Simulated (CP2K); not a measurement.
# CH4BO (SMILES [BH]OC): UB3LYP/6-31G(d) (spherical functions)

Aim: the energy change on altering one bond length of CH4BO at UB3LYP/6-31G* (spherical functions), from 2 runs. 

The calculation is run with CP2K 2026.2.

1 further run of the same task is left out (set aside as unsound or not needed).

## (1) Starting point

CH4BO: 7 atoms, total charge 0, spin state doublet. SMILES: `[BH]OC`. The shape is that of a PBE0-D4/def2-TZVP optimisation. This is one conformer, not always the lowest.

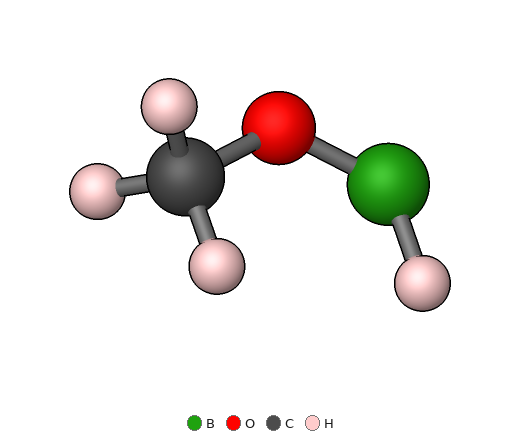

The structure, seen from a chosen angle (boron green, oxygen red, carbon dark grey, hydrogen pink).

## (2) The energy at UB3LYP/6-31G(d) (spherical functions)

job.inp

```
&GLOBAL
  PROJECT job
  RUN_TYPE ENERGY
  PRINT_LEVEL MEDIUM
&END GLOBAL

&FORCE_EVAL
  METHOD QUICKSTEP
  &DFT
    BASIS_SET_FILE_NAME ./6_31gs.basis
    POTENTIAL_FILE_NAME POTENTIAL
    MULTIPLICITY 2
    UKS T
    &QS
      METHOD GAPW
      EPS_DEFAULT 1.0E-10
    &END QS
    # plane-wave cutoff in Ry
    &MGRID
      CUTOFF 280
      REL_CUTOFF 50
      NGRIDS 4
    &END MGRID
    # isolated system
    &POISSON
      PERIODIC NONE
      POISSON_SOLVER MULTIPOLE
    &END POISSON
    &SCF
      SCF_GUESS ATOMIC
      EPS_SCF 1.0E-07
      MAX_SCF 60
      ADDED_MOS 3
      &DIAGONALIZATION
        ALGORITHM STANDARD
      &END DIAGONALIZATION
      &MIXING
        METHOD DIRECT_P_MIXING
        ALPHA 0.4
      &END MIXING
    &END SCF
    &XC
      &XC_FUNCTIONAL
        &HYB_GGA_XC_B3LYP
        &END HYB_GGA_XC_B3LYP
      &END XC_FUNCTIONAL
      # exact exchange
      &HF
        FRACTION 0.2
        &SCREENING
          EPS_SCHWARZ 1.0E-10
        &END SCREENING
        &MEMORY
          MAX_MEMORY 1050
        &END MEMORY
      &END HF
    &END XC
    # extra output
    &PRINT
      &MOMENTS
        PERIODIC F
        REFERENCE COM
        MAX_MOMENT 1
      &END MOMENTS
      &MO ON
        ENERGIES T
        OCCUPATION_NUMBERS T
        NDIGITS 6
        &EACH
          QS_SCF 0
        &END EACH
        ADD_LAST NUMERIC
      &END MO
      &LOWDIN ON
      &END LOWDIN
      &HIRSHFELD OFF
      &END HIRSHFELD
      &MO_MOLDEN ON
        NDIGITS 8
      &END MO_MOLDEN
    &END PRINT
  &END DFT
  # atoms, cell and kinds
  &SUBSYS
    &CELL
      ABC 10.3 9.1 9.3
      PERIODIC NONE
    &END CELL
    &COORD
      B      3.825200     3.507500     4.546750
      O      4.872400     3.826100     5.284150
      C      5.787000     4.871800     4.963550
      H      3.516300     4.059000     3.518050
      H      5.502600     5.367200     4.032050
      H      5.787800     5.592500     5.781950
      H      6.783700     4.440400     4.865250
    &END COORD
    &KIND B
      BASIS_SET 6-31Gs
      POTENTIAL ALL
      LEBEDEV_GRID 194
      RADIAL_GRID 100
    &END KIND
    &KIND O
      BASIS_SET 6-31Gs
      POTENTIAL ALL
      LEBEDEV_GRID 194
      RADIAL_GRID 100
    &END KIND
    &KIND C
      BASIS_SET 6-31Gs
      POTENTIAL ALL
      LEBEDEV_GRID 194
      RADIAL_GRID 100
    &END KIND
    &KIND H
      BASIS_SET 6-31Gs
      POTENTIAL ALL
      LEBEDEV_GRID 194
      RADIAL_GRID 100
    &END KIND
  &END SUBSYS
&END FORCE_EVAL
```

On the command line:

```console
$ OMP_NUM_THREADS=1 cp2k.psmp job.inp > job.out
```

Log:

```text
CP2K| version string:                                       CP2K version 2026.2
[...]
 GLOBAL| Method name                                                        CP2K
[...]
 GLOBAL| Run type                                                         ENERGY
[...]
 DFT| Spin unrestricted (spin-polarized) Kohn-Sham calculation               UKS
 DFT| Multiplicity                                                             2
[...]
 DFT| Charge                                                                   0
[...]
 FUNCTIONAL| HYB_GGA_XC_B3LYP:
[...]
 QS| Method:                                                                GAPW
[...]
 QS| Density cutoff [a.u.]:                                                140.0
[...]
 QS| Relative density cutoff [a.u.]:                                        25.0
[...]
                             - Atoms:                                          7
[...]
                             - Spherical basis functions:                     50
[...]
 Number of electrons:                                                         12
[...]
     1 P_Mix/Diag. 0.40E+00    3.6     0.36403990      -140.9176168532 -1.41E+02
[...]
    19 DIIS/Diag.  0.70E-07    2.0     0.00000003      -140.5331846412 -3.52E-12
  *** SCF run converged in    19 steps ***
[...]
  Overlap energy of the core charge distribution:               0.00001607125836
  Self energy of the core charge distribution:               -123.91710049120425
  Core Hamiltonian energy:                                    -18.06253563017412
  Hartree energy:                                              42.48862590705635
  Exchange-correlation energy:                                 -6.59256669911872
  Hartree-Fock Exchange energy:                                -3.74739125954458
[...]
  Ideal and single determinant S**2 :                    0.750000       0.751645
[...]
                     Mulliken Population Analysis
 #  Atom  Element  Kind  Atomic population (alpha,beta) Net charge  Spin moment
       1     B        1         2.911746     1.997891     0.090362     0.913855
       2     O        2         4.148595     4.170689    -0.319284    -0.022095
       3     C        3         3.125746     3.081211    -0.206957     0.044535
       4     H        4         0.557209     0.494983    -0.052193     0.062226
       5     H        4         0.425370     0.421413     0.153217     0.003957
       6     H        4         0.415707     0.416951     0.167341    -0.001244
       7     H        4         0.415627     0.416861     0.167512    -0.001234
 # Total charge and spin       12.000000    11.000000    -0.000000     1.000000
[...]
  Dipole moment [Debye]
    X=  0.1565116E+01 Y=  0.1624995E+01 Z= -0.3373852E+00  Total=      2.2812329
 ENERGY| Total FORCE_EVAL ( QS ) energy [hartree]           -140.533184641242855
[...]
```

Run time: 43 s. Hardware: 1 thread of Arm Neoverse V1, shared host; peak memory 0.63 GiB.

## (3) The distorted shape, same level

molecule.inp

```
&FORCE_EVAL
    METHOD QS
    &DFT
        BASIS_SET_FILE_NAME ./6_31gs.basis
        POTENTIAL_FILE_NAME POTENTIAL
        CHARGE 0
        MULTIPLICITY 2
        UKS T
        &QS
            METHOD GAPW
            EPS_DEFAULT 1.0E-10
        &END QS
        &MGRID
            CUTOFF 280
            REL_CUTOFF 50
            NGRIDS 4
        &END MGRID
        &POISSON
            PERIODIC NONE
            POISSON_SOLVER MULTIPOLE
        &END POISSON
        &SCF
            SCF_GUESS ATOMIC
            EPS_SCF 1.0E-07
            MAX_SCF 60
            ADDED_MOS 3
            &DIAGONALIZATION
                ALGORITHM STANDARD
            &END DIAGONALIZATION
            &MIXING
                METHOD DIRECT_P_MIXING
                ALPHA 0.4
            &END MIXING
        &END SCF
        &XC
            &XC_FUNCTIONAL
                &HYB_GGA_XC_B3LYP
                &END HYB_GGA_XC_B3LYP
            &END XC_FUNCTIONAL
            &HF
                FRACTION 0.2
                &SCREENING
                    EPS_SCHWARZ 1.0E-10
                    SCREEN_ON_INITIAL_P F
                &END SCREENING
                &INTERACTION_POTENTIAL
                    POTENTIAL_TYPE COULOMB
                &END INTERACTION_POTENTIAL
                &MEMORY
                    MAX_MEMORY 1050
                &END MEMORY
            &END HF
        &END XC
        &PRINT
            &MOMENTS
                PERIODIC F
                REFERENCE COM
                MAX_MOMENT 1
            &END MOMENTS
            &MO ON
                ENERGIES T
                OCCUPATION_NUMBERS T
                NDIGITS 6
                &EACH
                    QS_SCF 0
                &END EACH
                ADD_LAST NUMERIC
            &END MO
            &LOWDIN ON
            &END LOWDIN
            &HIRSHFELD OFF
            &END HIRSHFELD
        &END PRINT
    &END DFT
    &SUBSYS
        &CELL
            ABC [angstrom] 10.4 9.1 9.3
            PERIODIC NONE
        &END CELL
        &COORD
            SCALED T
            B    0.36542630   0.38543956   0.48889785
            O    0.46611861   0.42045055   0.56818817
            C    0.55406091   0.53536264   0.53371505
            H    0.33572438   0.44604396   0.37828495
            H    0.52671476   0.58980220   0.43355376
            H    0.55413784   0.61456044   0.62171505
            H    0.66427562   0.48084374   0.52155935
        &END COORD
        &KIND B
            BASIS_SET 6-31Gs
            POTENTIAL ALL
            LEBEDEV_GRID 194
            RADIAL_GRID 100
        &END KIND
        &KIND O
            BASIS_SET 6-31Gs
            POTENTIAL ALL
            LEBEDEV_GRID 194
            RADIAL_GRID 100
        &END KIND
        &KIND C
            BASIS_SET 6-31Gs
            POTENTIAL ALL
            LEBEDEV_GRID 194
            RADIAL_GRID 100
        &END KIND
        &KIND H
            BASIS_SET 6-31Gs
            POTENTIAL ALL
            LEBEDEV_GRID 194
            RADIAL_GRID 100
        &END KIND
    &END SUBSYS
&END FORCE_EVAL

&GLOBAL
    PROJECT_NAME molecule
    RUN_TYPE ENERGY
    PRINT_LEVEL MEDIUM
&END GLOBAL
```

On the command line:

```console
$ OMP_NUM_THREADS=1 cp2k.psmp -i molecule.inp > molecule.out 2>&1
```

Log (excerpt; [...] marks lines left out):

```text
CP2K| version string:                                       CP2K version 2026.2
[...]
 GLOBAL| Method name                                                        CP2K
[...]
 GLOBAL| Run type                                                         ENERGY
[...]
 DFT| Spin unrestricted (spin-polarized) Kohn-Sham calculation               UKS
 DFT| Multiplicity                                                             2
[...]
 DFT| Charge                                                                   0
[...]
 FUNCTIONAL| HYB_GGA_XC_B3LYP:
[...]
 QS| Method:                                                                GAPW
[...]
 QS| Density cutoff [a.u.]:                                                140.0
[...]
 QS| Relative density cutoff [a.u.]:                                        25.0
[...]
                             - Atoms:                                          7
[...]
                             - Spherical basis functions:                     50
[...]
 Number of electrons:                                                         12
[...]
     1 P_Mix/Diag. 0.40E+00    3.6     0.36384814      -140.8530851792 -1.41E+02
[...]
    18 DIIS/Diag.  0.11E-06    2.0     0.00000006      -140.5215624325 -1.01E-11
  *** SCF run converged in    18 steps ***
[...]
  Overlap energy of the core charge distribution:               0.00001521434305
  Self energy of the core charge distribution:               -123.91710049120425
  Core Hamiltonian energy:                                    -18.20330758175789
  Hartree energy:                                              42.60434294638416
  Exchange-correlation energy:                                 -6.55301138328701
  Hartree-Fock Exchange energy:                                -3.73574142890793
[...]
  Ideal and single determinant S**2 :                    0.750000       0.751654
[...]
                     Mulliken Population Analysis
 #  Atom  Element  Kind  Atomic population (alpha,beta) Net charge  Spin moment
       1     B        1         2.910274     1.996654     0.093073     0.913620
       2     O        2         4.144657     4.166473    -0.311130    -0.021816
[...]
  Dipole moment [Debye]
    X=  0.1410167E+01 Y=  0.1637240E+01 Z= -0.3343698E+00  Total=      2.1865335
 ENERGY| Total FORCE_EVAL ( QS ) energy [hartree]           -140.521562432510677
[...]
```

Wall time 39 s (1 thread of Arm Neoverse V1, shared host); peak memory 0.63 GiB.

## (4) Summary of results

At UB3LYP/6-31G* (spherical functions):

```
                                                         quantity          value
                                        first shape: total energy  -140.53318 Eh
                                       first shape: dipole moment         2.28 D
                  first shape: HOMO energy (highest over α and β)       -4.83 eV
                   first shape: LUMO energy (lowest over α and β)       -0.71 eV
                                                first shape: ⟨S²⟩          0.752
                                    distorted shape: total energy  -140.52156 Eh
                                   distorted shape: dipole moment         2.19 D
              distorted shape: HOMO energy (highest over α and β)       -4.88 eV
               distorted shape: LUMO energy (lowest over α and β)       -0.76 eV
                                            distorted shape: ⟨S²⟩          0.752
energy change with the C3–H7 bond stretched from 1.090 to 1.254 Å       0.316 eV
```

What this shows: With the C3–H7 bond stretched from 1.090 to 1.254 Å the energy rises by 0.32 eV (30.5 kJ/mol). The first shape isn't relaxed at this level, so the change isn't measured from a minimum.
